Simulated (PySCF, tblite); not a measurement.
# C₂H₁₂N₂SSi₂: geometry, infrared bands and NMR shifts

What infrared bands and NMR shifts should C₂H₁₂N₂SSi₂ (`CC[Si@@H](N)S[SiH2]N`) show?

Computed with tblite 0.8.0 and PySCF 2.14.0, with density-fitted response routines of our own, on a single molecule in the gas phase. Atoms are numbered from 0 throughout.

### Step 1. The starting structure

19 atoms, charge 0, multiplicity 1; geometry from: force field or distance geometry start.

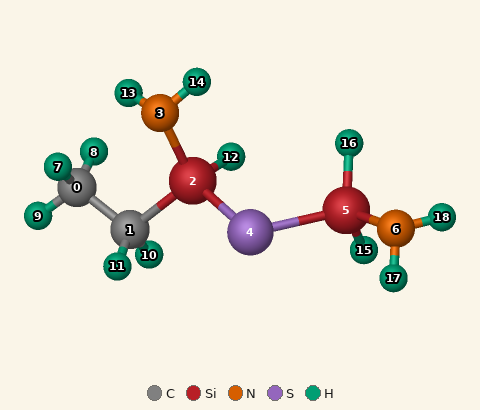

As it starts; carbon grey, silicon red, nitrogen orange, sulfur purple, hydrogen teal, atoms numbered.

### Step 2. Geometry optimisation with GFN2-xTB

What the job is given:

```
{"job": {"kind": "relax", "xc": "GFN2-xTB", "basis": "xTB"}, "charge": 0, "multiplicity": 1}
C     -3.130200    -0.817700    -0.325100
C     -1.766200    -1.321400    -0.022600
Si    -0.572300     0.098900    -0.168200
N     -1.369500     1.661200     0.221100
S      1.170500    -0.149800     1.024500
Si     2.860800     0.303700    -0.208700
N      4.288600     0.689200     0.821500
H     -3.388100    -0.059400     0.458800
H     -3.147700    -0.400700    -1.345900
H     -3.869500    -1.643600    -0.214400
H     -1.470200    -2.133000    -0.719900
H     -1.647500    -1.729700     1.009400
H     -0.197800     0.170100    -1.584800
H     -2.262700     1.675900    -0.298100
H     -0.757900     2.412200    -0.144200
H      3.138500    -0.905300    -1.000200
H      2.497000     1.442200    -1.051100
H      4.528300    -0.195000     1.357400
H      5.086200     0.911500     0.198200
```

Command:

```
$ OMP_NUM_THREADS=1 python probes_run.py task.json out
```

The driver reads the jobs from task.json and runs them one after another.

**Question.** This job is followed by: GFN2-xTB harmonic vibrations, gas phase; GIAO PBE0/pcSseg-1 NMR shielding, non-relativistic, gas phase. What will the session give for the following? strongest single infrared mode (GFN2-xTB); zero-point energy (GFN2-xTB); 13C shifts against TMS (PBE0/pcSseg-1); 1H shifts against TMS (PBE0/pcSseg-1, means over atoms taken as alike); 29Si shifts against TMS (PBE0/pcSseg-1); 15N shifts against NH3 (PBE0/pcSseg-1); 33S shifts against CS2 (PBE0/pcSseg-1).

As calculated:

| quantity | value |
| --- | --- |
| strongest single infrared mode (GFN2-xTB) | 2222 cm⁻¹, 431 km/mol |
| zero-point energy (GFN2-xTB) | 89.8 kcal/mol |
| 13C shifts against TMS (PBE0/pcSseg-1) | 13.9, 9.0 ppm |
| 1H shifts against TMS (PBE0/pcSseg-1, means over atoms taken as alike) | 5.67, 5.47, 5.24, 1.10, 0.99, 0.69, 0.67, 0.27 ppm |
| 29Si shifts against TMS (PBE0/pcSseg-1) | -11.3, -24.7 ppm |
| 15N shifts against NH3 (PBE0/pcSseg-1) | 22.9, 8.2 ppm |
| 33S shifts against CS2 (PBE0/pcSseg-1) | -259 ppm |

Relaxing lowered the energy by 0.756 eV in 179 steps; the close pair that moved most is Si5–N6, from 1.802 to 1.710 Å. No mode is imaginary among the 51: a minimum at this level. The strongest single mode, at 2222 cm⁻¹, moves mainly H15. Unscaled tight-binding wavenumbers are off by several per cent, some by more. Its intensities can rank the bands wrongly. At PBE0/pcSseg-1: The widest tensor belongs to S4: span 194 ppm, with a paramagnetic part of -301 ppm.
